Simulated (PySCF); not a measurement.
**Run report: C₅H₆FNSi, NMR shielding calculation**

The run: NMR shielding calculation of C₅H₆FNSi. Method and program: GIAO PBE0/pcSseg-1 NMR shielding, non-relativistic, gas phase (PySCF 2.14.0).

The geometry comes from this level: GFN2-xTB. It belongs to a series of runs on one base structure; here: constitutional isomer. Figures and captions count atoms from 1; the log counts them from 0 in places.

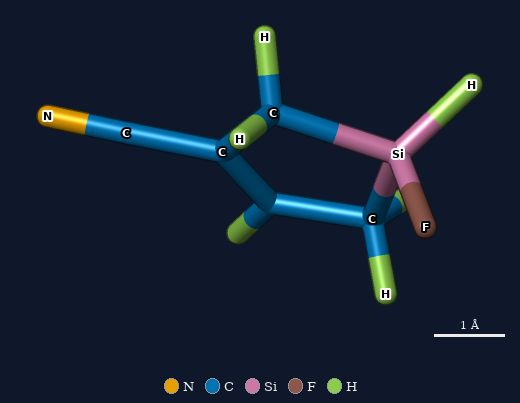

*The structure (stick view, seen at a tilt).*

Bond lengths as drawn: C–C 1.34 to 1.51 Å, C–H 1.08 to 1.09 Å, C–N 1.15 Å, C–Si 1.90 to 1.91 Å, F–Si 1.62 Å and H–Si 1.45 Å.

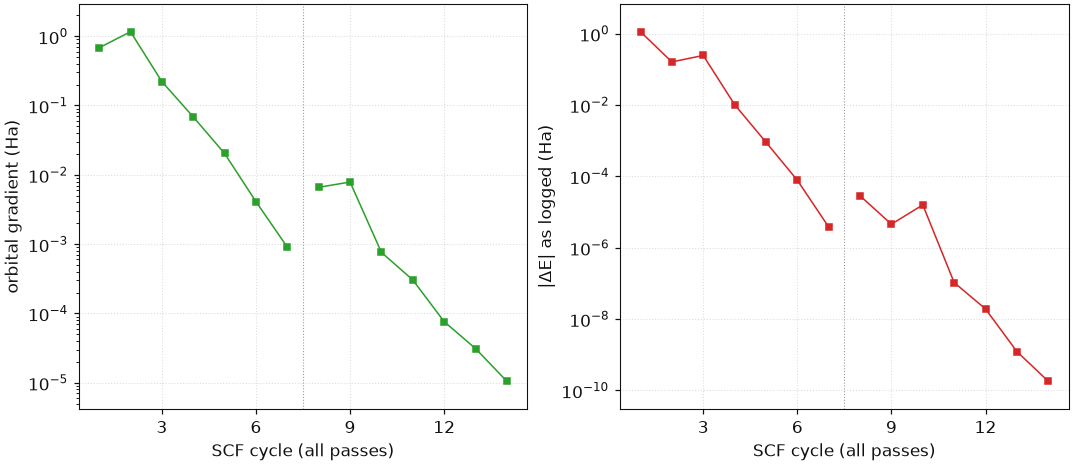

*Convergence of the self-consistent field: orbital gradient and size of the energy change against the SCF cycle. The dotted line marks the change from a coarse to the final integration grid.*

The first 7 cycles use a coarse grid, the final grid takes over at cycle 8, and the field converges after 14 cycles in all.

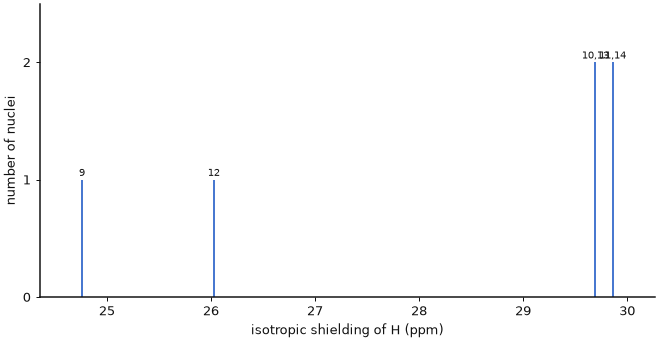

*Isotropic shieldings of the hydrogen nuclei in this fixed geometry, labelled by atom number; shielding grows to the right, so chemical shift grows to the left.*

The least shielded is H9 (24.8 ppm), the most shielded H14 (29.9 ppm).

These pictures come from the run below.

**The input**
```
{"job": {"kind": "nmr", "xc": "PBE0", "basis": "pcSseg-1"}, "charge": 0, "multiplicity": 1}
N      2.899321    -2.158336     0.468639
C      1.960592    -1.518676     0.305544
C      0.820865    -0.711727     0.121953
C     -0.310028    -1.168675    -0.421933
C     -1.462832    -0.227960    -0.572126
Si    -0.830990     1.422749     0.138990
F     -0.726875     2.535868    -1.029067
C      0.891986     0.731160     0.559569
H     -0.414053    -2.189817    -0.758532
H     -1.745217    -0.157874    -1.624843
H     -2.333589    -0.632920    -0.054623
H     -1.592990     2.053469     1.199631
H      1.697127     1.240110     0.025546
H      1.146005     0.782157     1.619087
```

The first line tells a small driver script what to run in PySCF; the rest is the geometry in Å.

Command:
```bash
OMP_NUM_THREADS=1 python <driver script> task.json out
```

**Log**
```
coarse grid: 12928 points
cycle   1  E = -637.5628475077  dE =  1.120e+00  |g| = 6.811e-01  |ddm| = 3.664e+00
cycle   2  E = -637.4031400760  dE =  1.597e-01  |g| = 1.160e+00  |ddm| = 1.549e+00
cycle   3  E = -637.6456235566  dE = -2.425e-01  |g| = 2.213e-01  |ddm| = 1.062e+00
cycle   4  E = -637.6557894332  dE = -1.017e-02  |g| = 6.851e-02  |ddm| = 2.158e-01
cycle   5  E = -637.6566883072  dE = -8.989e-04  |g| = 2.030e-02  |ddm| = 7.034e-02
cycle   6  E = -637.6567653557  dE = -7.705e-05  |g| = 4.095e-03  |ddm| = 1.942e-02
cycle   7  E = -637.6567691267  dE = -3.771e-06  |g| = 9.025e-04  |ddm| = 4.760e-03
final grid: 122800 points
cycle   8  E = -637.7092064734  dE = -2.821e-05  |g| = 6.598e-03  |ddm| = 2.738e-02
cycle   9  E = -637.7092019523  dE =  4.521e-06  |g| = 7.861e-03  |ddm| = 1.408e-02
cycle  10  E = -637.7092176641  dE = -1.571e-05  |g| = 7.586e-04  |ddm| = 7.860e-03
cycle  11  E = -637.7092177686  dE = -1.045e-07  |g| = 3.037e-04  |ddm| = 9.567e-04
cycle  12  E = -637.7092177876  dE = -1.900e-08  |g| = 7.597e-05  |ddm| = 2.904e-04
cycle  13  E = -637.7092177889  dE = -1.219e-09  |g| = 3.104e-05  |ddm| = 8.242e-05
cycle  14  E = -637.7092177890  dE = -1.787e-10  |g| = 1.047e-05  |ddm| = 2.943e-05
converged SCF energy = -637.7092177890

GIAO shielding tensors (ppm)
atom      isotropic    diamagn.    paramagn.     s11        s22        s33       span
  0 N      -50.846     341.023    -391.870   -196.702   -181.114    225.277    421.978
  1 C       64.353     257.936    -193.583    -57.096    -45.899    296.054    353.151
  2 C       66.120     260.937    -194.817    -37.851     94.593    141.618    179.469
  3 C       30.313     252.249    -221.936    -88.154     36.503    142.591    230.745
  4 C      162.459     255.555     -93.096    149.596    160.626    177.156     27.560
  5 Si     311.940     876.476    -564.536    271.285    313.533    351.002     79.717
  6 F      369.913     466.319     -96.405    358.218    366.898    384.624     26.406
  7 C      162.145     252.372     -90.227    147.929    157.833    180.673     32.744
  8 H       24.760      31.436      -6.675     22.914     23.540     27.827      4.912
  9 H       29.685      29.452       0.233     25.784     26.992     36.278     10.494
 10 H       29.838      29.466       0.371     25.536     27.412     36.564     11.029
 11 H       26.028      27.581      -1.553     22.661     24.087     31.335      8.674
 12 H       29.704      29.644       0.060     25.659     27.915     35.538      9.879
 13 H       29.881      29.676       0.205     25.466     28.347     35.830     10.364
```

**Results in brief**

```csv
quantity,value
outcome,converged
total energy,−637.709218 hartree
HOMO,−7.85 eV
LUMO,−1.28 eV
dipole moment,4.02 D
"isotropic shielding, N",−50.8 ppm
"isotropic shielding, C",30.3 to 162.5 ppm
"isotropic shielding, Si",311.9 ppm
"isotropic shielding, F",369.9 ppm
"isotropic shielding, H",24.8 to 29.9 ppm
hardware,"1 CPU thread, shared host"
wall time,42 s
peak memory,0.78 GiB
```
